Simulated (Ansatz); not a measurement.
## Ta2CF2 monolayer: phonons and vibrational spectra

Aim: the vibrations of Ta2CF2 monolayer, their spectra, and whether the structure is stable.

Main program and level: Ansatz 0.2.0; DFT PBEsol, scalar-relativistic, plane waves, PAW.

## Step 1: Starting point

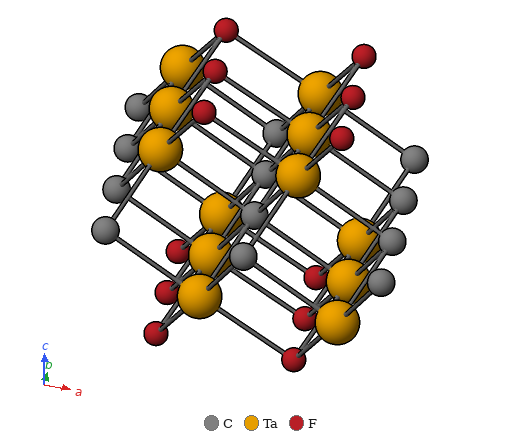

The starting structure, seen slightly off an axis (carbon grey, tantalum orange, fluorine red). 2×3×1 cells are drawn. Some periodic images of atoms are drawn too.

The cell holds 5 atoms: 1 C, 2 Ta and 2 F. Cell: a = 3.100 Å, b = 3.100 Å, c = 20.000 Å, α = 90.0°, β = 90.0°, γ = 120.0°. Vacuum lies along c.

Coordinates:

```cif
data_structure
_symmetry_space_group_name_H-M 'P 1'
_symmetry_Int_Tables_number 1
_cell_length_a 3.1000
_cell_length_b 3.1000
_cell_length_c 20.0000
_cell_angle_alpha 90.000
_cell_angle_beta 90.000
_cell_angle_gamma 120.000
_cell_volume 166.45
loop_
_atom_site_label
_atom_site_type_symbol
_atom_site_fract_x
_atom_site_fract_y
_atom_site_fract_z
_atom_site_occupancy
C1 C 0.00000 0.00000 0.50000 1
Ta2 Ta 0.33333 0.66667 0.56000 1
Ta3 Ta 0.66667 0.33333 0.44000 1
F4 F 0.66667 0.33333 0.61750 1
F5 F 0.33333 0.66667 0.38250 1
```

## Step 2: Rough relaxation

A rough relaxation comes first, because large forces or stress need no tight tolerances yet.

The program solves this slab on a cell height of its own, 33.2 Å, in place of the one typed.

File input.yaml:

```yaml
crystal:
  lattice:
    - [3.1, 0.0, 0.0]
    - [-1.55, 2.68468, 0.0]
    - [0.0, 0.0, 20.0]
  atoms:
    - { symbol: C, position: [0.0, 0.0, 0.5] }
    - { symbol: Ta, position: [0.333333, 0.666667, 0.56] }
    - { symbol: Ta, position: [0.666667, 0.333333, 0.44] }
    - { symbol: F, position: [0.666667, 0.333333, 0.6175] }
    - { symbol: F, position: [0.333333, 0.666667, 0.3825] }
  periodic: [true, true, false]
kpoints:
  mp_grid: { grid: [9, 9, 1] }
hamiltonian:
  xc: pbesol
scf:
  occupations: { method: gaussian, width: 0.1 }
output:
  forces: true
  stress: true
  eigenvalues: true
relax:
  adjacent_minimum: "off"
  f_tol: 0.05
  max_steps: 80
  cell: { stress_2d_tol: 0.02 }
```

The run is started by

```bash
$ ansatz run input.yaml --threads 8 --pin off --max-ram 14336MiB --backend cpu --events-out ev --progress --plain --runs-dir out
```

Numbers of over 12 decimals in the logs are rounded to 6 here.

Output:

```text
[...]
cell:  # Å, volume = 289.1411 Å³
    - [3.171178, 0, 0]
    - [-1.585589, 2.746320, 0]
    - [0, 0, 33.2]
  atoms:
    - { symbol: C, position: [0, 0, 0.301205] }
    - { symbol: Ta, position: [0.333333, 0.666667, 0.333836] }
    - { symbol: Ta, position: [0.666667, 0.333333, 0.268574] }
    - { symbol: F, position: [0.666667, 0.333333, 0.375501] }
    - { symbol: F, position: [0.333333, 0.666667, 0.226908] }
[key lines of the parts left out:]
SCF converged after 6 iterations
Free energy (F): -21463.029542 eV
Fermi energy:    -3.790406 eV
P = ½ c Tr σ = 0.0052 N/m
```

Run time: 14 s. Hardware: 8 threads of Arm Neoverse V2, shared host; peak memory 0.8 GiB; 94 s of CPU time.

The steps of the relaxation:

| step | energy less that of the first step (eV) | largest force component (eV/Å) | volume (Å³) |
| --- | --- | --- | --- |
| 1 | 0.0000 | 6.1857 | 276.31 |
| 2 | -0.9825 | 2.8560 | 286.76 |
| 3 | -1.2532 | 0.2845 | 287.95 |
| 4 | -1.2555 | 0.0255 | 288.07 |
| 5 | -1.2554 | 0.0045 | 288.34 |
| 6 | -1.2554 | 0.0012 | 288.41 |
| 7* | -1.2678 | 0.0003 | 288.41 |
| 8 | -1.2675 | 0.0009 | 289.08 |
| 9 | -1.2675 | 0.0002 | 289.14 |
| 10* | -1.2680 | 0.0003 | 289.14 |

Relaxation steps marked * repeat the geometry before them on a plane-wave basis chosen anew for their cell, so energy and pressure can jump there.

Forces are held to the 12 operations that the run works with; a distortion that breaks them can't arise in this run.

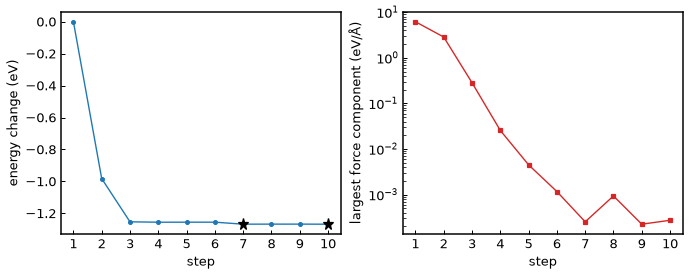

Energy and largest force along the relaxation. Stars mark steps on a basis chosen anew.

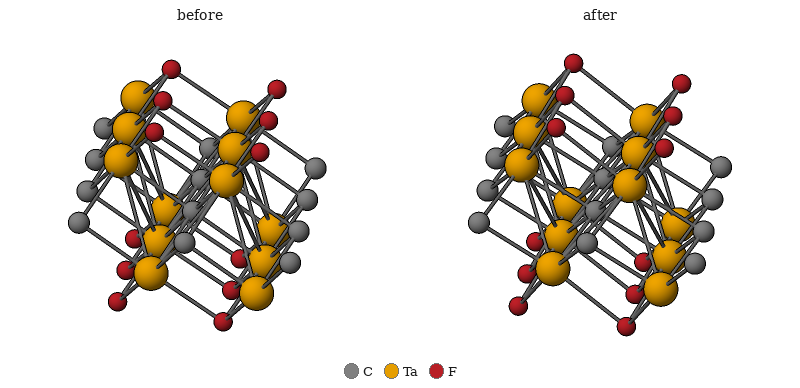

Before and after, at one scale.

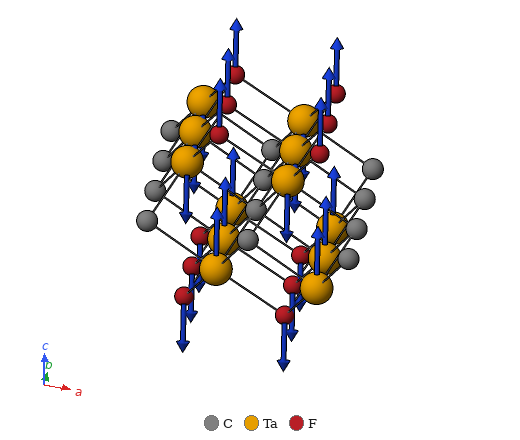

Displacements in the relaxation, exaggerated, measured against the changing cell; the longest in the cell stands for 0.12 Å. 2×3×1 cells are drawn. Some periodic images of atoms are drawn too.

| cell as run | before | after | change |
| --- | --- | --- | --- |
| a (Å) | 3.100 | 3.171 | +2.3 % |
| b (Å) | 3.100 | 3.171 | +2.3 % |

The atoms that moved most (Å, along periodic axes as changes of fractional coordinates times the final cell, across vacuum about the mean position):

| atom | dx | dy | dz | length |
| --- | --- | --- | --- | --- |
| F4 | 0.000 | 0.000 | 0.117 | 0.117 |
| F5 | 0.000 | 0.000 | -0.117 | 0.117 |
| Ta2 | 0.000 | 0.000 | -0.117 | 0.117 |
| Ta3 | 0.000 | 0.000 | 0.117 | 0.117 |

This step gave:

* gap on the k-mesh: 0 eV
* area per atom: 1.742 Å²

The relaxation ends with a largest force component of 2.7e-4 eV/Å.

## Step 3: Relaxation

Harmonic phonons are second derivatives at a point where the forces vanish, and they are wanted at zero stress, so atoms and cell are relaxed first.

File input.yaml:

```yaml
crystal:
  lattice:
    - [3.1711776478, 0.0, 0.0]
    - [-1.5855888239, 2.7463204029, 0.0]
    - [0.0, 0.0, 33.2]
  atoms:
    - { symbol: C, position: [0.0, 0.0, 0.3012048193] }
    - { symbol: Ta, position: [0.3333333333, 0.6666666667, 0.3338360221] }
    - { symbol: Ta, position: [0.6666666667, 0.3333333333, 0.2685736164] }
    - { symbol: F, position: [0.6666666667, 0.3333333333, 0.3755014801] }
    - { symbol: F, position: [0.3333333333, 0.6666666667, 0.2269081584] }
  periodic: [true, true, false]
kpoints:
  mp_grid: { grid: [15, 15, 1] }
hamiltonian:
  xc: pbesol
scf:
  occupations: { method: gaussian, width: 0.1 }
output:
  forces: true
  stress: true
  eigenvalues: true
  write_density: true
  write_potential: true
  elf: true
  volumetric_format: npy
relax:
  adjacent_minimum: "off"
  f_tol: 0.005
  max_steps: 80
  cell: { stress_2d_tol: 0.02 }
```

Output:

```text
[...]
Crystal: 5 atoms, lattice volume = 289.141 Å³
Basis set: ecut = 420 eV, 5643 PW (Γ), exchange–correlation on 48×48×450 points (8 copies of the dense FFT grid, shifted against one another)
Bands: 27, of which v1, the nominal top of the filled ones, is band 22 counted from 1 (21 counted from 0)
Symmetry: 12 space group operations
[...]
k-points: 27 of 225
[...]
SCF iter   1: F=—  HF=-21463.065685 eV  |F-HF|=—  |Δ(HF+E_count)|=         —  Δρ=7.82e-3  dr2=2.48e-1  ethr=1.77e-3  ⟨swp⟩=11.3  Hψ=5490  notcnv=0
[...]
SCF iter  10: F=-21463.006336 eV  HF=-21463.006336 eV  |F-HF|=1.53e-10  |Δ(HF+E_count)|=  4.15e-10  Δρ=4.79e-8  dr2=6.03e-12  ethr=1.00e-12  ⟨swp⟩=10.6  Hψ=6175  notcnv=0
SCF 1 converged in 10 iterations: F = -21463.006336 eV  dr2 = 6.03e-12
[...]
relax step   1: F+E_penalty+E_count = -21463.00633620 eV  Δ(F+E_penalty+E_count) = +0.000e0 eV  max|allowed force component| = 1.067e-1 eV/Å  Δτ_max = 0.0000 Å  P = -0.095 N/m  Ω = 289.141 Å³  fix = [c, alpha, beta]  reactions: c -0.000 N/m  (10 SCF iters, dr2 threshold 1.00e-7 eV, accepted)
Crystal: 5 atoms, lattice volume = 287.982 Å³
Basis set: ecut = 420 eV, 5583 PW (Γ), exchange–correlation on 48×48×450 points (8 copies of the dense FFT grid, shifted against one another)
[...]
SCF iter   5: F=-21463.006839 eV  HF=-21463.006839 eV  |F-HF|=6.87e-8  |Δ(HF+E_count)|=   1.26e-6  Δρ=8.32e-6  dr2=1.88e-7  ethr=1.14e-9  ⟨swp⟩=22.3  Hψ=10694  notcnv=0
SCF 2 converged in 5 iterations: F = -21463.006839 eV  dr2 = 1.88e-7
relax step   2: F+E_penalty+E_count = -21463.00683917 eV  Δ(F+E_penalty+E_count) = -5.030e-4 eV  max|allowed force component| = 1.658e-1 eV/Å  Δτ_max = 0.0125 Å  P = -0.090 N/m  Ω = 287.982 Å³  energy of the carried Pulay correction = +8.572e-4 eV  fix = [c, alpha, beta]  (5 SCF iters, dr2 threshold 5.00e-7 eV, rejected (line search))
Crystal: 5 atoms, lattice volume = 288.542 Å³
Basis set: ecut = 420 eV, 5619 PW (Γ), exchange–correlation on 48×48×450 points (8 copies of the dense FFT grid, shifted against one another)
[...]
SCF iter   9: F=-21463.007257 eV  HF=-21463.007257 eV  |F-HF|=3.64e-12  |Δ(HF+E_count)|=  3.27e-11  Δρ=2.18e-8  dr2=4.64e-13  ethr=1.00e-12  ⟨swp⟩=15.3  Hψ=6528  notcnv=0
SCF 3 converged in 9 iterations: F = -21463.007257 eV  dr2 = 4.64e-13
relax step   3: F+E_penalty+E_count = -21463.00725700 eV  Δ(F+E_penalty+E_count) = -9.208e-4 eV  max|allowed force component| = 3.572e-3 eV/Å  Δτ_max = 0.0058 Å  P = -0.041 N/m  Ω = 288.542 Å³  energy of the carried Pulay correction = +4.428e-4 eV  fix = [c, alpha, beta]  reactions: c -0.000 N/m  (9 SCF iters, accepted)
[...]
relax step   4: F+E_penalty+E_count = -21463.00728906 eV  Δ(F+E_penalty+E_count) = -3.206e-5 eV  max|allowed force component| = 1.564e-3 eV/Å  Δτ_max = 0.0000 Å  P = -0.015 N/m  Ω = 288.501 Å³  energy of the carried Pulay correction = +4.728e-4 eV  fix = [c, alpha, beta]  reactions: c -0.000 N/m  (4 SCF iters, dr2 threshold 1.88e-9 eV, accepted)
[...]
relax step   5: F+E_penalty+E_count = -21463.00679668 eV  Δ(F+E_penalty+E_count) = +4.924e-4 eV  max|allowed force component| = 1.537e-3 eV/Å  Δτ_max = 0.0000 Å  P = -0.028 N/m  Ω = 288.501 Å³  fix = [c, alpha, beta]  reactions: c -0.000 N/m  stress off target by 2.75e-2 N/m on what of the cell is left free  SCF on the basis re-selected at this cell (its energy is not comparable with the rows above)  (6 SCF iters)
[...]
relax step   6: F+E_penalty+E_count = -21463.00683544 eV  Δ(F+E_penalty+E_count) = -3.876e-5 eV  max|allowed force component| = 2.347e-4 eV/Å  Δτ_max = 0.0002 Å  P = -0.001 N/m  Ω = 288.450 Å³  energy of the carried Pulay correction = +3.755e-5 eV  fix = [c, alpha, beta]  reactions: c -0.000 N/m  (4 SCF iters, dr2 threshold 8.50e-10 eV, accepted)
[...]
SCF iter   1: F=—  HF=-21463.006981 eV  |F-HF|=—  |Δ(HF+E_count)|=         —  Δρ=1.45e-6  dr2=3.23e-9  ethr=1.71e-7  ⟨swp⟩=7.7  Hψ=9352  notcnv=0
eigensolver tolerance schedule: the retry pair's looser diagonalisation over-reported the residual by 23272.11 of it (diagonalisation noise at an unbounded share of the residual, at the tolerance the schedule requests for it); recorded, not acted on — ethr = c·dr2/N_el stays at c = 1.0e-1
SCF iter   2: F=—  HF=-21463.006808 eV  |F-HF|=—  |Δ(HF+E_count)|=   1.72e-4  Δρ=2.50e-6  dr2=1.15e-8  ethr=7.35e-12  ⟨swp⟩=7.4  Hψ=3504  notcnv=0
[...]
SCF iter   7: F=-21463.006808 eV  HF=-21463.006808 eV  |F-HF|=3.64e-11  |Δ(HF+E_count)|=  3.64e-12  Δρ=1.66e-8  dr2=4.64e-13  ethr=1.00e-12  ⟨swp⟩=14.5  Hψ=6032  notcnv=0
SCF 7 converged in 7 iterations: F = -21463.006808 eV  dr2 = 4.64e-13
relax step   7: F+E_penalty+E_count = -21463.00680846 eV  Δ(F+E_penalty+E_count) = +2.699e-5 eV  max|allowed force component| = 2.426e-4 eV/Å  Δτ_max = 0.0000 Å  P = -0.001 N/m  Ω = 288.450 Å³  fix = [c, alpha, beta]  reactions: c -0.000 N/m  stress off target by 1.03e-3 N/m on what of the cell is left free  SCF on the basis re-selected at this cell (its energy is not comparable with the rows above)  (7 SCF iters)
[...]
WARN: The output density's exchange-correlation potential varies sharply where the density is thin. Do not read a vacuum level from v_tot or v_xc, or from such a field of the output density. On a cell that repeats whose density bears no net charge and no dipole along the vacuum's axis use v_es (v_loc + v_h of the components); under efield.dipole_correction with no amplitude use v_es + v_field, which holds any externa [...]
SCF converged after 7 iterations
Free energy (F): -21463.006808 eV
[...]
Internal energy: -21463.003742 eV  (E = F + TS)
E sigma→0 (E₀):  -21463.005275 eV
Entropy (-TS):   -0.003067 eV (-0.613 meV/atom)
Fermi energy:    -3.651182 eV
[...]
--- Forces (eV/Å), atoms counted from 1 ---
  atom   1  C      0.00000000     0.00000000     0.00000000
  atom   2  Ta     0.00000000     0.00000000     0.00024260
  atom   3  Ta    -0.00000000    -0.00000000    -0.00024260
  atom   4  F     -0.00000000    -0.00000000    -0.00018314
  atom   5  F      0.00000000     0.00000000     0.00018314
  max |Σ_I F_I| component: 3.70e-17 eV/Å
--- 2D stress c σ (N/m, compression-positive) ---
       -0.001034       0.000000      -0.000000
        0.000000      -0.001034       0.000000
       -0.000000       0.000000      -0.000000
  P = ½ c Tr σ = -0.0010 N/m
--- Band table (eV; the first three rows and the last of 27) ---
  k-point 0: bands = [... 18 lower, -8.9256, -8.9256, -5.5038, -5.5038, -4.3384, -3.1791, -2.3617, -2.3617, ... 1 higher]
  k-point 1: bands = [... 18 lower, -9.0747, -8.9488, -5.6681, -5.3962, -4.3131, -2.9538, -2.5329, -2.3815, ... 1 higher]
  k-point 2: bands = [... 18 lower, -9.3943, -8.9960, -6.0519, -5.0856, -4.2527, -2.8940, -2.4947, -2.3165, ... 1 higher]
  k-point 26: bands = [... 18 lower, -9.9308, -8.8465, -4.9105, -4.3687, -4.3687, -1.6740, -1.5578, -1.5578, ... 1 higher]
--- Relaxed structure (5 steps of the walk, 4 accepted, 2 SCFs on fresh bases) ---
[...]
cell:  # Å, volume = 288.4503 Å³
    - [3.167387, 0.0, 0]
    - [-1.583694, 2.743038, 0]
    - [0, 0, 33.2]
  atoms:
    - { symbol: C, position: [0, 0, 0.30120481926] }
    - { symbol: Ta, position: [0.333333, 0.666667, 0.333964] }
    - { symbol: Ta, position: [0.666667, 0.333333, 0.268446] }
    - { symbol: F, position: [0.666667, 0.333333, 0.375680] }
    - { symbol: F, position: [0.333333, 0.666667, 0.226729] }
```

Run time: 19 s. Hardware: 8 threads; peak memory 0.92 GiB; 2.3 min of CPU time.

Relaxation path:

| step | energy less that of the first step (eV) | largest force component (eV/Å) | volume (Å³) |
| --- | --- | --- | --- |
| 1 | 0.0000 | 0.1067 | 289.14 |
| 2 | -0.0005 | 0.1658 | 287.98 |
| 3 | -0.0009 | 0.0036 | 288.54 |
| 4 | -0.0010 | 0.0016 | 288.50 |
| 5* | -0.0005 | 0.0015 | 288.50 |
| 6 | -0.0005 | 0.0002 | 288.45 |
| 7* | -0.0005 | 0.0002 | 288.45 |

Relaxation steps marked * repeat the geometry before them on a plane-wave basis chosen anew for their cell, so energy and pressure can jump there. Relaxation step 2 was tried and not accepted.

The run keeps the 12 symmetry operations that it works with, so distortions that break them were not tested.

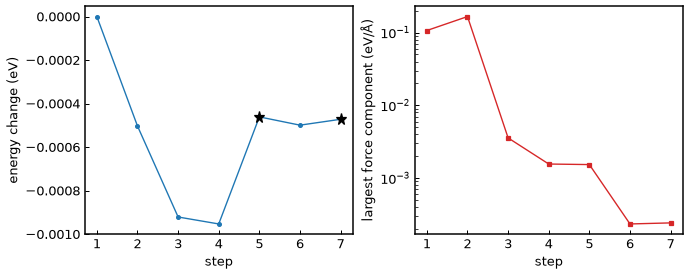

Energy and largest force along the relaxation. Stars mark steps on a basis chosen anew.

| cell as run | before | after | change |
| --- | --- | --- | --- |
| a (Å) | 3.171 | 3.167 | -0.1 % |
| b (Å) | 3.171 | 3.167 | -0.1 % |

Final coordinates:

```xyz
5
Lattice="3.1674 0.0000 0.0000 -1.5837 2.7430 0.0000 0.0000 0.0000 33.2000" Properties=species:S:1:pos:R:3
C     0.0000    0.0000   10.0000
Ta    0.0000    1.8287   11.0876
Ta    1.5837    0.9143    8.9124
F     1.5837    0.9143   12.4726
F     0.0000    1.8287    7.5274
```

This step gave:

```
area per atom : 1.738 Å²
```

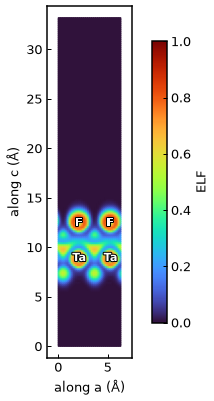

ELF in the ac plane at fractional y = 0.333, with atoms of Ta and F within 0.2 Å of it. It is the smooth field of the valence electrons, not physical close to the nuclei.

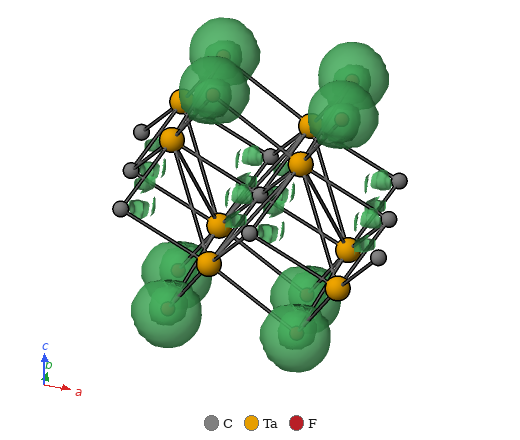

Surface of ELF = 0.76. 2×2×1 cells are drawn.

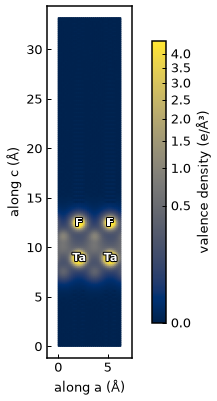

Valence density in the ac plane at fractional y = 0.333, with atoms of Ta and F within 0.2 Å of it. It is the smooth field of the valence electrons, not physical close to the nuclei. The colour scale is stretched toward low values.

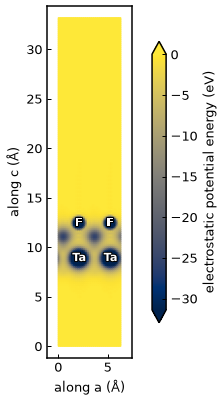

Electrostatic potential energy in the ac plane at fractional y = 0.333, with atoms of Ta and F within 0.2 Å of it. With pseudopotentials it is smooth inside the atoms' cores, unlike the true potential.

The cell shrank by 0.1 % in its periodic edges. From the first step to the last the energy fell by 0.000 eV, across changes of basis, and the largest move was 0.006 Å (F5 and 1 other atom alike).

## Step 4: Relaxing to small forces for the phonons

Phonons need a cell at rest on their own settings, so the relaxation is repeated with tight tolerances on forces and stress on the k mesh and occupations of the first response run.

File input.yaml:

```yaml
crystal:
  lattice:
    - [3.1673871576, 0.0, 0.0]
    - [-1.5836935788, 2.7430377421, 0.0]
    - [0.0, 0.0, 33.2]
  atoms:
    - { symbol: C, position: [0.0, 0.0, 0.3012048193] }
    - { symbol: Ta, position: [0.3333333333, 0.6666666667, 0.3339635063] }
    - { symbol: Ta, position: [0.6666666667, 0.3333333333, 0.2684461322] }
    - { symbol: F, position: [0.6666666667, 0.3333333333, 0.3756802595] }
    - { symbol: F, position: [0.3333333333, 0.6666666667, 0.226729379] }
  periodic: [true, true, false]
kpoints:
  mp_grid: { grid: [18, 18, 1] }
hamiltonian:
  xc: pbesol
scf:
  occupations: { method: methfessel_paxton, width: 0.15 }
output:
  forces: true
  stress: true
  eigenvalues: true
  write_density: true
  write_potential: true
  elf: true
  volumetric_format: npy
relax:
  adjacent_minimum: "off"
  f_tol: 0.001
  max_steps: 60
  cell: { stress_2d_tol: 0.002 }
```

Output:

```text
[...]
Crystal: 5 atoms, lattice volume = 288.450 Å³
Basis set: ecut = 420 eV, 5619 PW (Γ), exchange–correlation on 48×48×450 points (8 copies of the dense FFT grid, shifted against one another)
Bands: 27, of which v1, the nominal top of the filled ones, is band 22 counted from 1 (21 counted from 0)
Symmetry: 12 space group operations
[...]
k-points: 37 of 324
[...]
cell:  # Å, volume = 288.2531 Å³
    - [3.166304, 0.0, 0]
    - [-1.583152, 2.742100, 0]
    - [0, 0, 33.2]
  atoms:
    - { symbol: C, position: [0, 0, 0.301205] }
    - { symbol: Ta, position: [0.333333, 0.666667, 0.334000] }
    - { symbol: Ta, position: [0.666667, 0.333333, 0.268409] }
    - { symbol: F, position: [0.666667, 0.333333, 0.375725] }
    - { symbol: F, position: [0.333333, 0.666667, 0.226685] }
[key lines of the parts left out:]
SCF converged after 7 iterations
Free energy (F): -21462.998363 eV
Fermi energy:    -3.699394 eV
P = ½ c Tr σ = -0.0002 N/m
```

Run time: 29 s. Hardware: 8 threads; peak memory 0.93 GiB.

Little changed from the start: no atom moved by 0.005 Å and no cell edge by 0.1 %.

This step gave:

```
area per atom : 1.736 Å²
```

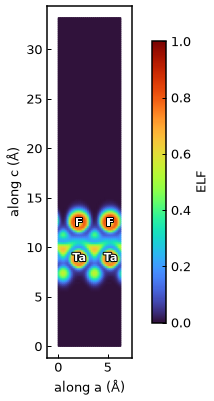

ELF in the ac plane at fractional y = 0.333, with atoms of Ta and F within 0.2 Å of it. It is the smooth field of the valence electrons, not physical close to the nuclei.

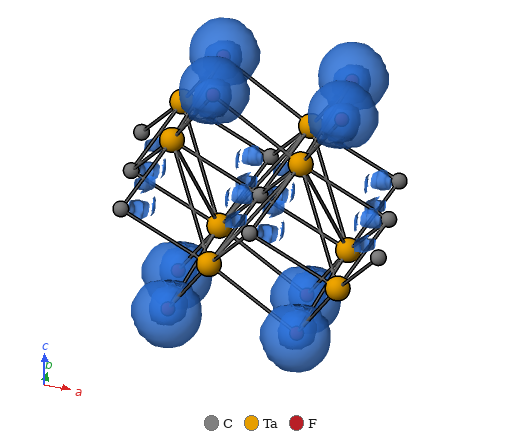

Surface of ELF = 0.76. 2×2×1 cells are drawn.

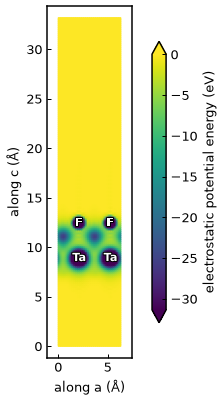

Electrostatic potential energy in the ac plane at fractional y = 0.333, with atoms of Ta and F within 0.2 Å of it. With pseudopotentials it is smooth inside the atoms' cores, unlike the true potential.

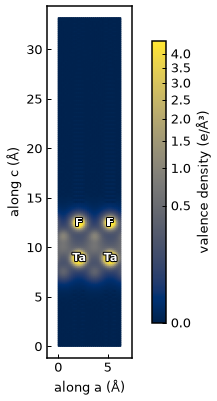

Valence density in the ac plane at fractional y = 0.333, with atoms of Ta and F within 0.2 Å of it. It is the smooth field of the valence electrons, not physical close to the nuclei. The colour scale is stretched toward low values.

The largest force component left is 0.0032 meV/Å, within the tolerances set.

(Continued in part 2 of 2.)

[Logs are printed without paths, hosts, clocks, repeated set-up lines and the standing remarks that a program may print on its own settings, such as how far it seeks lower states.]

[Hosts, paths, dates, database ids (printed as entryN), source tags and the programs' standing remarks are cut or masked in the printed files.]
